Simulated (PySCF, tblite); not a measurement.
**C5H9O2Si radical: geometry, infrared bands and EPR parameters**

Wanted: the infrared bands and EPR parameters of C5H9O2Si radical (`C=CCCC(=O)O[SiH2]`), by calculation.

Computed with tblite 0.8.0 and PySCF 2.14.0, with density-fitted response routines of our own, on a single molecule in the gas phase. Atoms are numbered from 0 throughout.

### 1 The starting structure

17 atoms, charge 0, multiplicity 2; geometry from: force field or distance geometry start.

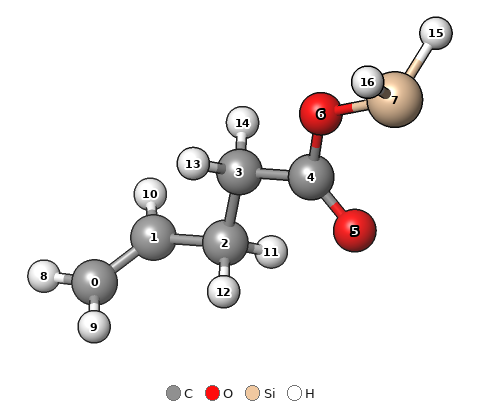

The starting geometry (carbon grey, oxygen red, silicon light orange, hydrogen white), atoms numbered; sticks join atoms by distance.

### 2 Geometry optimisation with GFN2-xTB

The job: settings as JSON, then the geometry in Å.

```
{"job": {"kind": "relax", "xc": "GFN2-xTB", "basis": "xTB"}, "charge": 0, "multiplicity": 2}
C     -3.303700    -0.795400     0.120600
C     -2.392900     0.140800    -0.162700
C     -0.976100    -0.181300    -0.588500
C      0.037700     0.327100     0.416300
C      1.448600     0.010800    -0.010400
O      1.750300    -0.538500    -1.069700
O      2.323800     0.449200     0.925000
Si     3.972300     0.284100     0.776900
H     -4.309400    -0.509400     0.427800
H     -3.101300    -1.855300     0.050600
H     -2.660600     1.185900    -0.073000
H     -0.814200     0.295300    -1.562900
H     -0.865700    -1.255300    -0.738500
H     -0.125900    -0.167100     1.390400
H     -0.055000     1.413500     0.552600
H      4.576800     1.631800     0.756100
H      4.488300    -0.424100     1.972600
```

Started as:

```console
$ OMP_NUM_THREADS=1 python probes_run.py task.json out
```

The driver reads the jobs from task.json and runs them one after another.

Log:

```text
step      E/eV     max force
  0    -683.52471    2.689
  1    -683.59417    2.756
  2    -683.65066    0.498
  3    -683.66386    0.310
  4    -683.67277    0.343
  5    -683.67903    0.282
  6    -683.69133    0.305
  7    -683.69863    0.210
  8    -683.70133    0.129
  9    -683.70336    0.120
 10    -683.70552    0.155
 11    -683.70761    0.138
 12    -683.70911    0.090
 13    -683.71023    0.088
 14    -683.71125    0.094
 15    -683.71203    0.084
 16    -683.71245    0.048
 17    -683.71266    0.031
 18    -683.71278    0.031
 19    -683.71287    0.024
 20    -683.71293    0.019
 21    -683.71300    0.027
 22    -683.71308    0.036
 23    -683.71316    0.031
 24    -683.71322    0.019
 25    -683.71328    0.023
 26    -683.71334    0.028
 27    -683.71342    0.028
 28    -683.71348    0.019
 29    -683.71352    0.017
 30    -683.71357    0.025
 31    -683.71361    0.026
 32    -683.71366    0.020
 33    -683.71369    0.015
 34    -683.71373    0.020
 35    -683.71378    0.027
 36    -683.71384    0.026
 37    -683.71392    0.023
 38    -683.71403    0.028
 39    -683.71418    0.038
 40    -683.71437    0.041
 41    -683.71457    0.035
 42    -683.71477    0.037
 43    -683.71501    0.041
 44    -683.71539    0.073
 45    -683.71600    0.120
 46    -683.71696    0.159
 47    -683.71841    0.194
 48    -683.72050    0.119
 49    -683.70043    1.568
 50    -683.72301    0.091
 51    -683.72448    0.087
 52    -683.72529    0.826
 53    -683.72921    0.088
 54    -683.73141    0.074
 55    -683.72282    1.151
 56    -683.73408    0.075
 57    -683.73557    0.072
 58    -683.73389    0.837
 59    -683.73928    0.073
 60    -683.74071    0.089
 61    -683.74325    0.432
 62    -683.74543    0.096
 63    -683.74723    0.083
 64    -683.75013    0.113
 65    -683.75158    0.089
 66    -683.75276    0.097
 67    -683.75389    0.128
 68    -683.75474    0.059
 69    -683.75518    0.047
 70    -683.75550    0.087
 71    -683.75584    0.093
 72    -683.75626    0.081
 73    -683.75681    0.067
 74    -683.75759    0.069
 75    -683.75852    0.059
 76    -683.75950    0.062
 77    -683.76052    0.109
 78    -683.76129    0.091
 79    -683.76215    0.072
 80    -683.76281    0.055
 81    -683.76417    0.070
 82    -683.76515    0.087
 83    -683.76729    0.094
 84    -683.76893    0.103
 85    -683.77008    0.095
 86    -683.77053    0.115
 87    -683.77139    0.081
 88    -683.77243    0.071
 89    -683.77328    0.074
 90    -683.77395    0.051
 91    -683.77426    0.041
 92    -683.77448    0.039
 93    -683.77465    0.029
 94    -683.77477    0.024
 95    -683.77486    0.030
 96    -683.77495    0.029
 97    -683.77507    0.022
 98    -683.77516    0.020
 99    -683.77523    0.023
100    -683.77529    0.026
101    -683.77540    0.031
102    -683.77558    0.030
103    -683.77585    0.038
104    -683.77614    0.043
105    -683.77641    0.042
106    -683.77669    0.038
107    -683.77705    0.043
108    -683.77746    0.042
109    -683.77783    0.044
110    -683.77810    0.039
111    -683.77838    0.041
112    -683.77876    0.048
113    -683.77921    0.046
114    -683.77964    0.059
115    -683.78004    0.059
116    -683.78034    0.071
117    -683.78081    0.067
118    -683.78118    0.047
119    -683.78161    0.033
120    -683.78173    0.045
121    -683.78192    0.047
122    -683.78208    0.026
123    -683.78214    0.017
124    -683.78218    0.017
125    -683.78223    0.017
126    -683.78226    0.020
127    -683.78234    0.026
128    -683.78245    0.033
129    -683.78258    0.036
130    -683.78271    0.029
131    -683.78285    0.031
132    -683.78298    0.029
133    -683.78315    0.029
134    -683.78337    0.040
135    -683.78362    0.035
136    -683.78384    0.024
137    -683.78393    0.016
138    -683.78398    0.013
139    -683.78401    0.013
140    -683.78404    0.014
141    -683.78407    0.021
142    -683.78410    0.024
143    -683.78412    0.022
144    -683.78414    0.014
145    -683.78416    0.011
146    -683.78417    0.011
147    -683.78418    0.012
148    -683.78420    0.010
149    -683.78421    0.011
150    -683.78423    0.010
```

It took 1.8 s on 1 thread of Arm Neoverse N1, shared host.

Step by step: (not every step is listed)

| step | energy from step 0 (eV) | largest force (eV/Å) |
| --- | --- | --- |
| 0 | 0.0000 | 2.6892 |
| 1 | -0.0695 | 2.7561 |
| 2 | -0.1259 | 0.4982 |
| 3 | -0.1391 | 0.3101 |
| 4 | -0.1481 | 0.3429 |
| 5 | -0.1543 | 0.2815 |
| 6 | -0.1666 | 0.3050 |
| 7 | -0.1739 | 0.2100 |
| 8 | -0.1766 | 0.1290 |
| 21 | -0.1883 | 0.0270 |
| 34 | -0.1890 | 0.0199 |
| 47 | -0.1937 | 0.1945 |
| 60 | -0.2160 | 0.0888 |
| 73 | -0.2321 | 0.0672 |
| 86 | -0.2458 | 0.1153 |
| 99 | -0.2505 | 0.0229 |
| 112 | -0.2541 | 0.0478 |
| 125 | -0.2575 | 0.0175 |
| 138 | -0.2593 | 0.0132 |
| 145 | -0.2595 | 0.0106 |
| 146 | -0.2595 | 0.0109 |
| 147 | -0.2595 | 0.0116 |
| 148 | -0.2595 | 0.0100 |
| 149 | -0.2595 | 0.0108 |
| 150 | -0.2595 | 0.0098 |

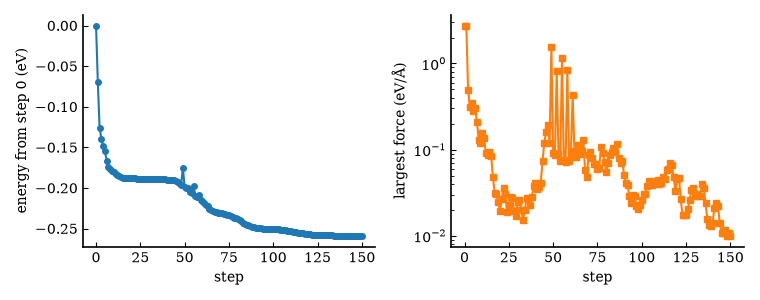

Energy and force, step by step.

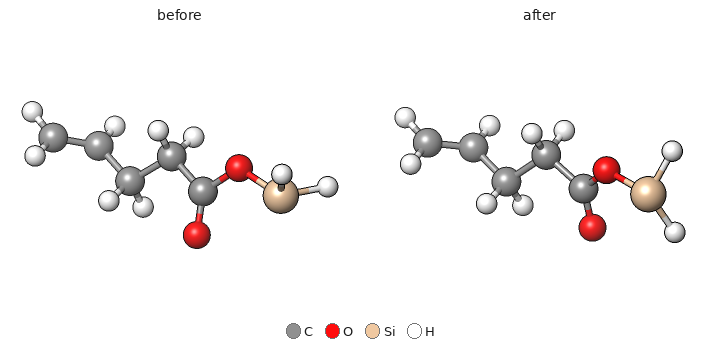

Before and after, at one scale.

Distances of close pairs at the start and the end, largest changes first:

| bond | before (Å) | after (Å) | change (Å) |
| --- | --- | --- | --- |
| Si7–H16 | 1.482 | 1.449 | -0.034 |
| Si7–H15 | 1.477 | 1.446 | -0.031 |
| C4–O6 | 1.354 | 1.328 | -0.026 |
| C4–O5 | 1.231 | 1.206 | -0.025 |
| C1–C2 | 1.514 | 1.495 | -0.020 |
| C0–C1 | 1.337 | 1.319 | -0.017 |
| C2–C3 | 1.515 | 1.532 | +0.016 |
| C0–H8 | 1.090 | 1.077 | -0.013 |

The next job starts from the end point, and lists it.

### 3 Infrared spectrum with GFN2-xTB

The job: settings as JSON, then the geometry in Å.

```
{"job": {"kind": "ir", "xc": "GFN2-xTB", "basis": "xTB"}, "charge": 0, "multiplicity": 2}
C     -3.274993    -0.844949     0.041941
C     -2.376757     0.104489    -0.138718
C     -0.964505    -0.134784    -0.565195
C      0.019642     0.321009     0.516370
C      1.450993     0.255936     0.038570
O      1.807807     0.324285    -1.111035
O      2.309182     0.124400     1.043827
Si     3.951074    -0.043982     1.009265
H     -4.281811    -0.628881     0.356054
H     -3.041823    -1.884026    -0.123561
H     -2.637328     1.140912     0.035131
H     -0.751397     0.425746    -1.478943
H     -0.808652    -1.193820    -0.776752
H     -0.078775    -0.284307     1.419245
H     -0.185719     1.360775     0.790456
H      4.581196     0.471025    -0.186476
H      4.274868     0.498201     2.313192
```

Log:

```text
mode    cm-1     km/mol
  1      16.6      0.57
  2      46.7      0.14
  3      65.2      0.83
  4      73.9      3.24
  5      98.3      2.49
  6     131.4      4.56
  7     178.3      8.74
  8     283.5      0.85
  9     345.3      4.66
 10     432.4      1.68
 11     532.3     17.88
 12     555.6      3.23
 13     581.5     65.21
 14     631.2      8.90
 15     696.5     38.54
 16     702.0    146.86
 17     758.7     79.38
 18     800.0     25.18
 19     896.7     12.84
 20     936.8      6.51
 21     958.2     14.56
 22     993.8      2.25
 23    1025.4     12.74
 24    1073.4      9.50
 25    1087.3      5.99
 26    1155.8    219.56
 27    1182.3     86.91
 28    1226.8     31.60
 29    1260.7     22.45
 30    1293.7     20.56
 31    1334.2      7.72
 32    1416.8      1.93
 33    1444.2      9.34
 34    1476.4      2.45
 35    1720.7     17.51
 36    1739.7    469.44
 37    2385.8    157.22
 38    2407.4    344.89
 39    2942.4      9.91
 40    2970.9      8.95
 41    2990.0     26.23
 42    2996.9     25.46
 43    3051.6     44.38
 44    3100.7     23.29
 45    3126.6     57.18
```

Wall time 1 s (1 thread of Arm Neoverse N1, shared host).

The strongest bands and the atoms that carry them (share of the mass-weighted mode):

| cm⁻¹ | km/mol | atoms |
| --- | --- | --- |
| 582 | 65.2 | H16 57 %, H15 26 % |
| 702 | 146.9 | H16 49 %, H15 14 % |
| 759 | 79.4 | O6 46 %, Si7 25 %, C4 12 % |
| 1156 | 219.6 | C4 39 %, O6 25 %, H13 11 % |
| 1182 | 86.9 | C1 21 %, H12 17 %, C2 15 %, C4 12 % |
| 1740 | 469.4 | C4 63 %, O5 36 % |
| 2386 | 157.2 | H16 89 % |
| 2407 | 344.9 | H15 88 % |

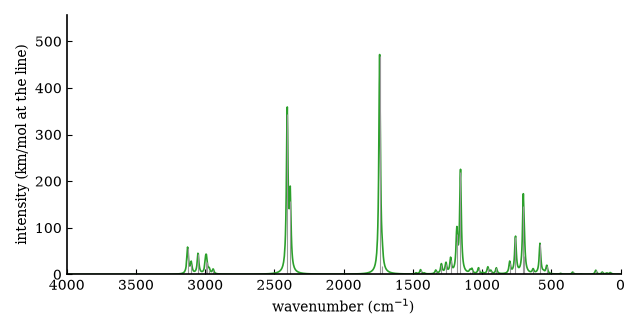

The infrared spectrum from these modes, unscaled. Lines are broadened to a width of 14 cm⁻¹ (Lorentzian).

### 4 g tensor and hyperfine couplings: B3LYP/pcH-1

Same as in step 3 but for these lines:

```diff
@@ -1,2 +1,2 @@
-{"job": {"kind": "ir", "xc": "GFN2-xTB", "basis": "xTB"}, "charge": 0, "multiplicity": 2}
+{"job": {"kind": "epr", "basis": "pcH-1"}, "charge": 0, "multiplicity": 2}
 C     -3.274993    -0.844949     0.041941
```

With the program's defaults for keys left out, this is: UKS B3LYP, pcH-1 on C H O Si, non-relativistic, mean-field spin-orbit, GIAO.

Log:

```text
UKS, coarse grid
  cycle   1  E = -635.68626770  |g| = 7.59e-01
  cycle   2  E = -635.19038833  |g| = 1.37e+00
  cycle   3  E = -635.87627346  |g| = 2.34e-01
  cycle   4  E = -635.89459736  |g| = 9.42e-02
  cycle   5  E = -635.89720579  |g| = 2.90e-02
  cycle   6  E = -635.89756543  |g| = 4.85e-03
  cycle   7  E = -635.89757610  |g| = 1.16e-03
  cycle   8  E = -635.89757701  |g| = 7.55e-04
UKS, final grid
  cycle   1  E = -635.89760486  |g| = 1.30e-03
  cycle   2  E = -635.89760282  |g| = 2.39e-03
  cycle   3  E = -635.89760571  |g| = 1.40e-04
  cycle   4  E = -635.89760572  |g| = 1.96e-05
E = -635.89760572 Eh   <S^2> = 0.7511 (exact 0.7500)
g shifts (ppm)      1          2          3
  rmc          -145       -145       -145
  gc             61         22         57
  oz_so       -1485        -31       2233
  total       -1569       -153       2145
hyperfine (MHz)  atom isotope    a_iso     a_fc   dipolar eigenvalues
    0   13C       0.03       0.03     -0.08     -0.01      0.08
    1   13C      -0.07      -0.07     -0.10     -0.07      0.17
    2   13C       0.56       0.56     -0.24     -0.18      0.41
    3   13C      -0.88      -0.88     -0.37     -0.16      0.53
    4   13C       0.75       0.76     -2.14     -0.64      2.78
    5   17O      -0.85      -0.87     -5.10      2.24      2.86
    6   17O     -19.51     -19.44    -19.55      9.25     10.30
    7  29Si    -529.94    -531.04   -166.89     83.06     83.83
    8    1H       0.00       0.00     -0.15     -0.14      0.29
    9    1H      -0.00      -0.00     -0.22     -0.19      0.40
   10    1H      -0.00      -0.00     -0.26     -0.24      0.50
   11    1H      -0.06      -0.06     -0.56     -0.49      1.05
   12    1H       0.02       0.02     -0.62     -0.52      1.14
   13    1H       0.55       0.55     -1.17     -1.07      2.24
   14    1H       3.04       3.04     -0.96     -0.84      1.81
   15    1H      79.99      79.98     -9.41      1.19      8.22
   16    1H      70.22      70.21     -9.31      0.97      8.34
```

It took 3.1 min on 1 thread of Arm Neoverse N1, shared host; peak memory 0.96 GiB.

Principal g values 2.00075, 2.00217, 2.00446; g(iso) = 2.00246, against 2.00232 for a free electron.

Hyperfine couplings; where a row names several nuclei, a(iso) is their mean (it holds for fast rotation or exchange) and the dipolar term the largest among them:

| nuclei | isotope | a(iso) (MHz) | a(iso) (G, at g = 2.0023) | largest dipolar term (MHz) |
| --- | --- | --- | --- | --- |
| Si7 | 29Si | -529.9 | -189.1 | -166.9 |
| H15, H16 | 1H | 75.1 | 26.8 | -9.4 |
| O6 | 17O | -19.5 | -7.0 | -19.6 |
| H13, H14 | 1H | 1.8 | 0.6 | 2.2 |
| C3 | 13C | -0.9 | -0.3 | 0.5 |
| O5 | 17O | -0.9 | -0.3 | -5.1 |
| C4 | 13C | 0.7 | 0.3 | 2.8 |
| C2 | 13C | 0.6 | 0.2 | 0.4 |
| C1 | 13C | -0.1 | 0.0 | 0.2 |
| C0 | 13C | 0.0 | 0.0 | 0.1 |
| H11, H12 | 1H | 0.0 | 0.0 | 1.1 |
| H9 | 1H | 0.0 | 0.0 | 0.4 |
| H8 | 1H | 0.0 | 0.0 | 0.3 |
| H10 | 1H | 0.0 | 0.0 | 0.5 |

Mulliken spin populations:

C0 0.00; C1 0.00; C2 0.00; C3 0.00; C4 0.01; O5 0.02; O6 0.02; Si7 0.90; H8 0.00; H9 0.00; H10 0.00; H11 0.00; H12 0.00; H13 0.00; H14 0.00; H15 0.03; H16 0.02

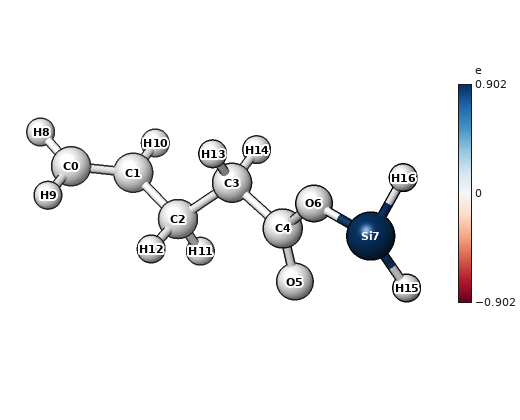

Mulliken spin populations, as colours on the atoms.

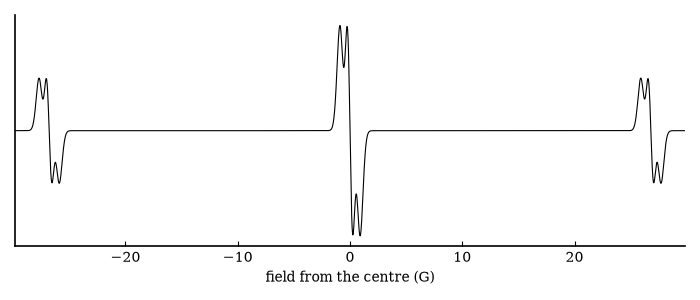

First-order isotropic spectrum (first derivative, main isotopes with spin only, couplings over 0.8 MHz, Gaussian width 0.3 G; couplings of the frozen geometry, rotation of groups not averaged beyond the rows shown).

Orbitals, density, ELF and potential are computed afterwards from the orbital file.

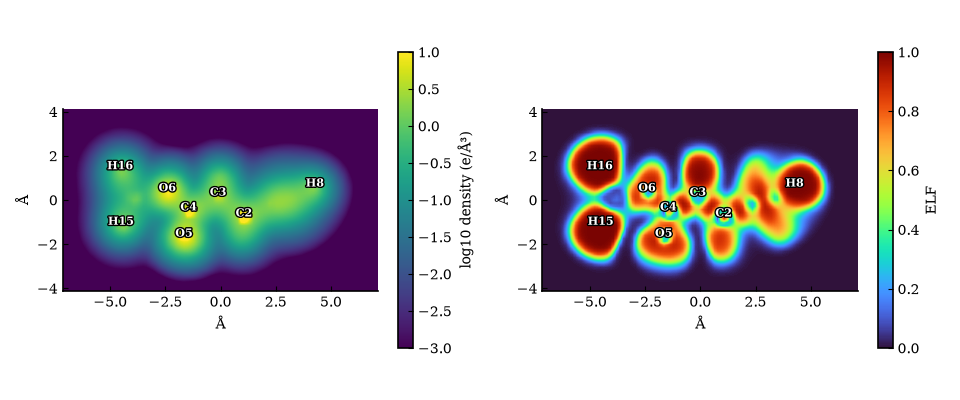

Density (left) and ELF (right) in a plane through or near 8 of the atoms.

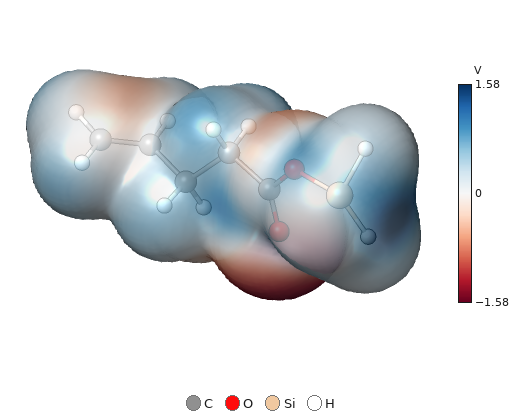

Electrostatic potential on the surface of density 0.002 e/bohr³; red is low, blue high. It runs from -1.58 V near O5 to 1.29 V near H15.

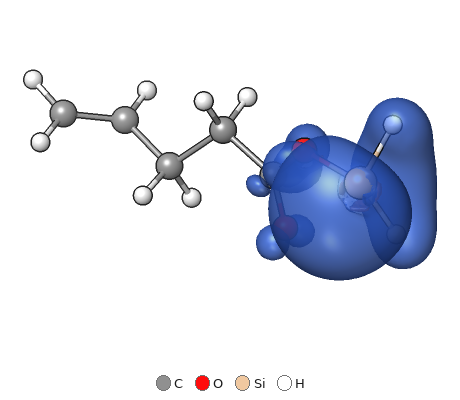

Spin density at ±0.01 e/Å³ (alpha excess blue, beta excess red).

### 5 What came out

| quantity | value |
| --- | --- |
| strongest single infrared mode (GFN2-xTB) | 1740 cm⁻¹, 469 km/mol |
| zero-point energy (GFN2-xTB) | 78.8 kcal/mol |
| g(iso) (B3LYP) | 2.00246 |
| ⟨S²⟩ | 0.751 (exact 0.75) |
| largest a(iso) (averaged by class) | 29Si on Si7, -529.9 MHz |
| surface potential, least and greatest | -1.58 V and 1.29 V |

In words: The optimisation took 150 steps and gained 0.260 eV; among the close pairs (by a distance rule), Si7–H16 changed most, from 1.482 to 1.449 Å. No mode is imaginary among the 45: a minimum at this level. The strongest single mode, at 1740 cm⁻¹, moves mainly C4 and O5. GFN2-xTB is a fitted tight-binding method: band positions and strengths are rough. Its intensities can rank the bands wrongly. Most of the unpaired spin sits on Si7 (0.90 e). The isotropic g lies 0.1 ppt above the free-electron value.
